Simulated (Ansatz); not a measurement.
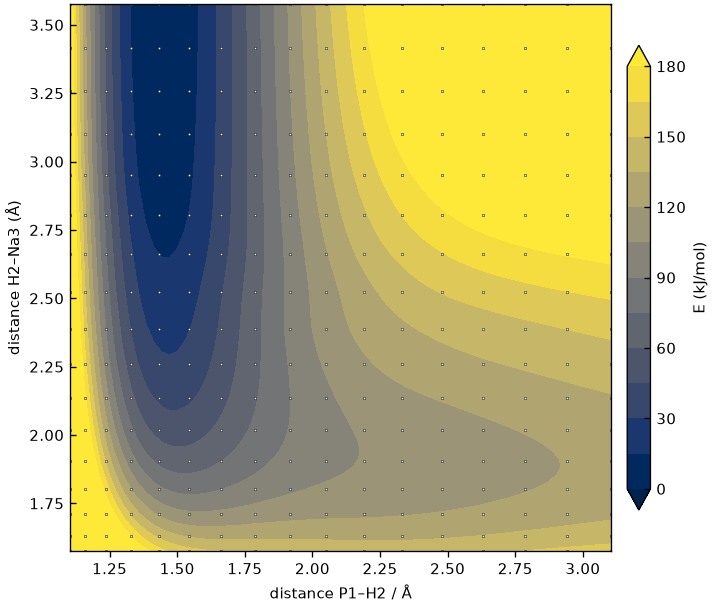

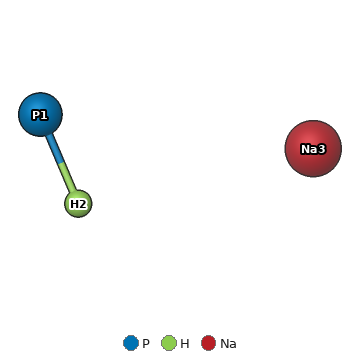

Energy landscape of the system P + HNa, spin multiplicity 4. 
- The first coordinate is: distance P1–H2; the second: distance H2–Na3.
- Nothing is relaxed (the angle P1–H2–Na3 is fixed at 100 degrees).
- The grid has 17 × 17 points.
- Points are written as (first, second).
- Energies: kJ/mol, counted from the lowest grid point.
- In part of the range the unrestricted reference is strongly spin-contaminated.
- Method: Ansatz 0.2.0, UKS PBE0-D4/def2-SVPD.

The picture shows filled contours, dots at the grid points, one colour for all values above the top of the scale. Between grid points the surface is interpolated. The second picture is the structure at the lowest point.

### Summarise what can be read from the map.

The lowest grid point is at (1.434 Å, 3.576 Å). It lies in a valley that leaves the map towards separated partners. The highest grid point, (1.104 Å, 1.576 Å), lies 440 kJ/mol above the lowest.

Grid values (kJ/mol):

| distance H2–Na3 ↓, distance P1–H2 → | 1.104 | 1.238 | 1.434 | 1.663 | 1.916 | 2.190 | 2.480 | 2.785 | 3.104 |
| --- | --- | --- | --- | --- | --- | --- | --- | --- | --- |
| 3.576 | 195 | 55 | 0 | 34 | 107 | 180 | 228 | 254 | 266 |
| 3.257 | 198 | 58 | 2 | 34 | 104 | 170 | 212 | 235 | 246 |
| 2.952 | 206 | 64 | 6 | 35 | 100 | 156 | 191 | 209 | 218 |
| 2.662 | 217 | 75 | 15 | 40 | 94 | 139 | 164 | 177 | 184 |
| 2.388 | 233 | 88 | 26 | 47 | 93 | 124 | 138 | 147 | 153 |
| 2.135 | 259 | 110 | 43 | 56 | 90 | 111 | 121 | 128 | 134 |
| 1.906 | 301 | 146 | 72 | 75 | 95 | 106 | 111 | 117 | 123 |
| 1.710 | 367 | 203 | 118 | 109 | 116 | 118 | 121 | 127 | 133 |
| 1.576 | 440 | 267 | 170 | 150 | 147 | 144 | 145 | 150 | 156 |

The table holds every second grid line.

The input of one point:

```yaml
crystal:
  periodic: [false, false, false]
  atoms:
    - { symbol: P, position_ang: [-1.434, 0.0, 0.0] }
    - { symbol: H, position_ang: [0.0, 0.0, 0.0] }
    - { symbol: Na, position_ang: [0.620966, 3.521673, 0.0] }
magnetization:
  spin_polarized: true
  initial_magnetization: 3
basis:
  gaussian: { orbitals: def2-SVPD }
hamiltonian:
  xc: pbe0
  dispersion: d4
output:
  forces: true
```

Time for the 289 points that were run: 15 min on 1 thread of Arm Neoverse V1, with other jobs on the host.
